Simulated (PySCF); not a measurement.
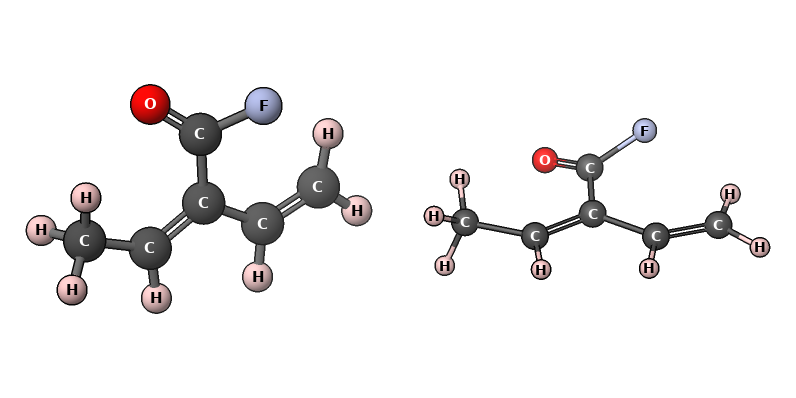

The same structure drawn twice, from different directions.

Describe the molecule.

It has 15 atoms: 6 carbon, 7 hydrogen, 1 fluorine and 1 oxygen (C₆H₇FO). Its SMILES string is `C=C/C(=C/C)C(=O)F`. It has no ring. Among its groups: alkene, C–F bond. This geometry has C1 symmetry. Coordination: 5 C trigonal planar; 1 C tetrahedral.

The parts below concern this one geometry. Atoms keep their numbers from picture to picture. The computed structure is the end point of a PBE0-D3(BJ)/def2-SVP optimisation. No frequency run is at hand to confirm it as a minimum.

## Shape

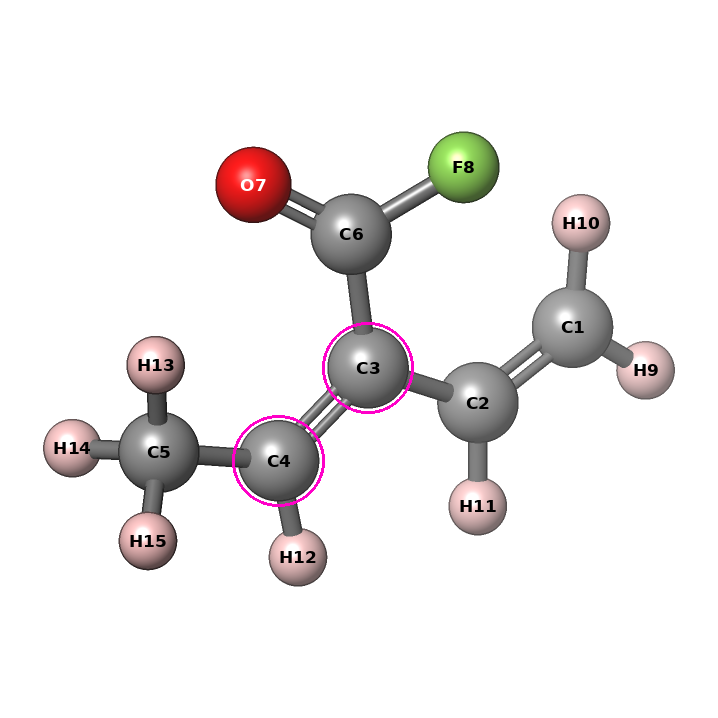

Atoms fade into the background with distance from the viewer. Circles mark the stereogenic atoms. No frequency run is at hand to confirm it as a minimum.

What are the Cahn–Ingold–Prelog descriptors?

Answer. C3=C4: Z.

## Charges

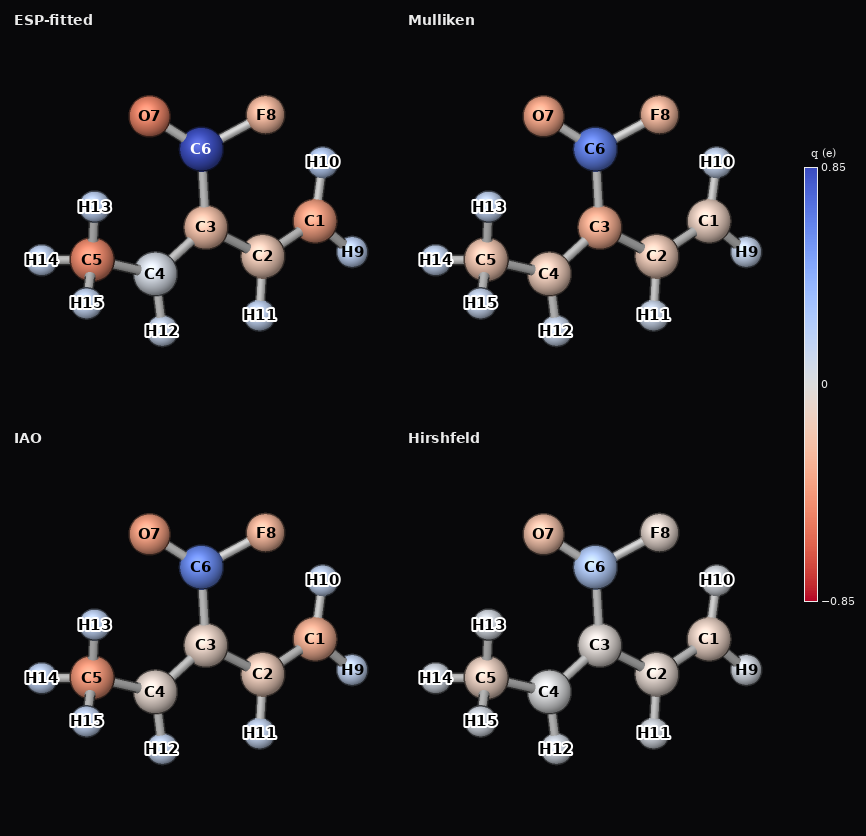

Atomic charges of one calculation by 4 schemes, on one colour scale. No frequency run is at hand to confirm it as a minimum. Method: PBE0/pcSseg-1 (PySCF 2.14.0).

Which scheme gives the most polar picture (largest mean size of the charges)?

Answer. The ESP-fitted charges are the largest in size here, and the Hirshfeld charges the smallest.

On which atom do the schemes disagree most?

Answer. On C6 (from 0.23 to 0.83 e).

List the charges (e), one line for each set of equivalent atoms.

| atom | ESP-fitted | Mulliken | IAO | Hirshfeld |
| --- | --- | --- | --- | --- |
| C1 | −0.39 | −0.12 | −0.31 | −0.10 |
| C2 | −0.17 | −0.16 | −0.14 | −0.06 |
| C3 | −0.22 | −0.32 | −0.09 | −0.03 |
| C4 | 0.05 | −0.15 | −0.06 | 0.01 |
| C5 | −0.48 | −0.19 | −0.43 | −0.11 |
| C6 | 0.83 | 0.64 | 0.60 | 0.23 |
| O7 | −0.50 | −0.36 | −0.40 | −0.22 |
| F8 | −0.26 | −0.26 | −0.28 | −0.06 |
| H9 | 0.17 | 0.13 | 0.15 | 0.05 |
| H10 | 0.21 | 0.14 | 0.16 | 0.04 |
| H11 | 0.15 | 0.10 | 0.14 | 0.05 |
| H12 | 0.12 | 0.11 | 0.15 | 0.05 |
| H13 | 0.18 | 0.16 | 0.17 | 0.04 |
| H14 | 0.16 | 0.15 | 0.17 | 0.06 |
| H15 | 0.15 | 0.13 | 0.15 | 0.05 |

## Spin–spin coupling

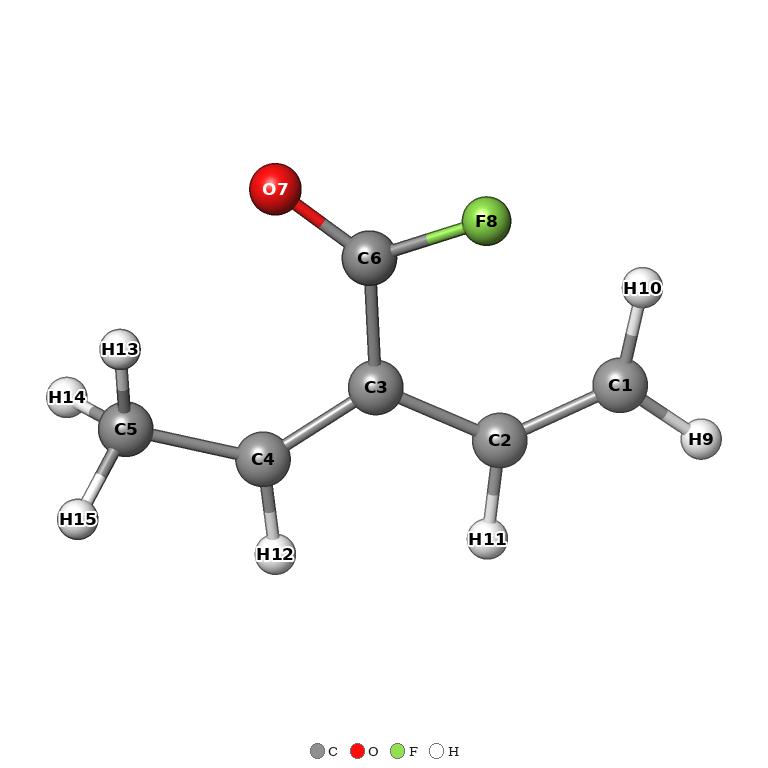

No frequency run is at hand to confirm it as a minimum. Level of theory: B3LYP/pcJ-1 indirect spin-spin coupling, non-relativistic, gas phase (PySCF 2.14.0). Isotopes: 13C, 19F, 1H, 17O.

Give the spin–spin coupling constants of these pairs, with the number of bonds between them: C6/F8, C3/F8, O7/F8, C2/F8, C4/F8.

```tsv
pair	bonds apart	J (Hz)
C6, F8	1	−416.9
C3, F8	2	56.8
O7, F8	2	64.5
C2, F8	3	−8.5
C4, F8	3	11.7
```

Density functionals are unreliable for couplings to fluorine, so those rows may be far off.

## Dipole moment

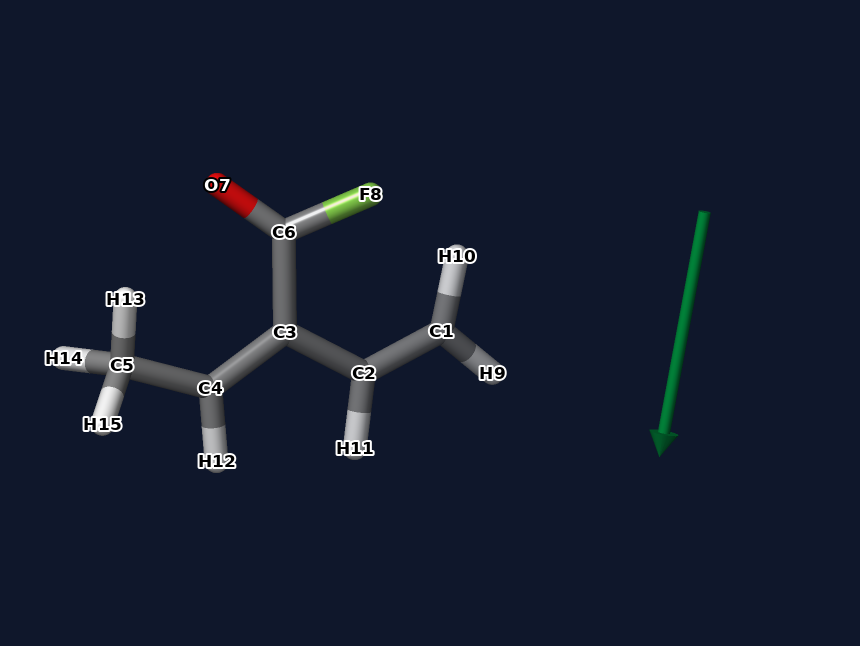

The arrow beside the molecule shows the direction of the dipole moment, from the negative to the positive end (its length means nothing). No frequency run is at hand to confirm it as a minimum. Level of theory: PBE0/def2-SVPD in dichloromethane (IEF-PCM) (PySCF 2.14.0).

Estimate the dipole moment.

Answer. 4.11 D; it points from the side of F8 to the side of H12 (the outermost atoms at the two ends).

Mulliken values depend strongly on the basis set and can even reverse the polarity of a bond.
